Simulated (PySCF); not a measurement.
```xyz
17

C    -2.7693   -0.9471   -0.9257
N    -1.8234   -0.1905   -0.6267
Si   -0.3783   -0.3350    0.2987
C     1.0296   -0.0031   -0.9377
C     2.4060   -0.0285   -0.2812
C    -0.5545    1.1395    1.5168
F     0.5637    1.2357    2.3226
H    -3.5605   -0.5777   -1.5735
H    -2.8766   -1.9788   -0.5811
H    -0.1293   -1.5563    1.0798
H     0.8740    0.9701   -1.4062
H     1.0017   -0.7397   -1.7420
H     2.4614    0.7010    0.5222
H     2.6144   -1.0095    0.1394
H     3.1841    0.2027   -1.0069
H    -0.6430    2.0977    1.0002
H    -1.4069    1.0315    2.1912
```

Geometry: GFN2-xTB.

Theory: CAM-B3LYP/def2-SVPD, SCF density, gas phase in PySCF.

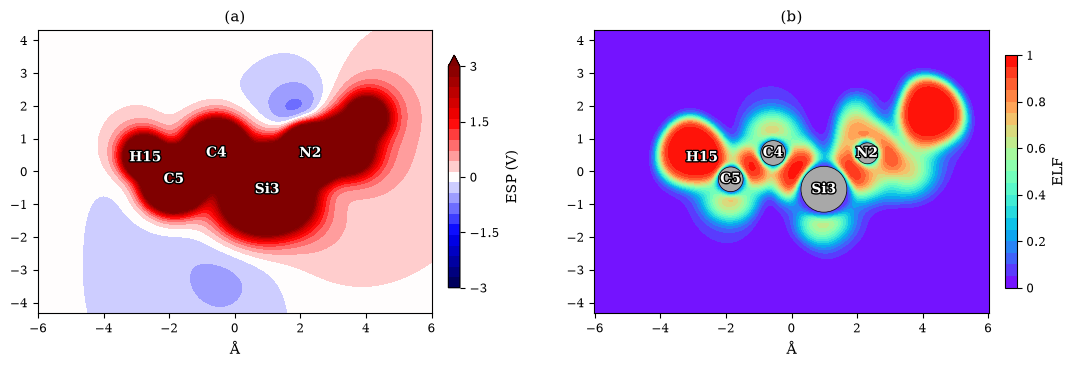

C$_{4}$H$_{10}$FNSi. (a) electrostatic potential; (b) electron localisation function on the plane of atoms C4, C5 and H15. Grey discs cover the atomic cores in the ELF map.

> What does the map show?

The plane passes through N, Si, C and H nuclei.
C–C (1.53 Å): the ELF peaks at about 0.95 between the atoms, as expected for a shared electron pair.
Si–N (1.72 Å): the ELF peaks at about 0.95 between the atoms, as expected for a polar covalent bond.
C–Si (1.90 Å): the ELF peaks at about 1 between the atoms, as expected for a covalent bond.
C–H (1.09 Å): the ELF climbs to about 1 towards the hydrogen, as it does in any bond to H (an ordinary covalent bond to hydrogen).
The ELF also peaks beside N2, away from the bonds: lone-pair regions.
Outside the dense part of the molecule the potential is most negative (−0.8 V) near N2.
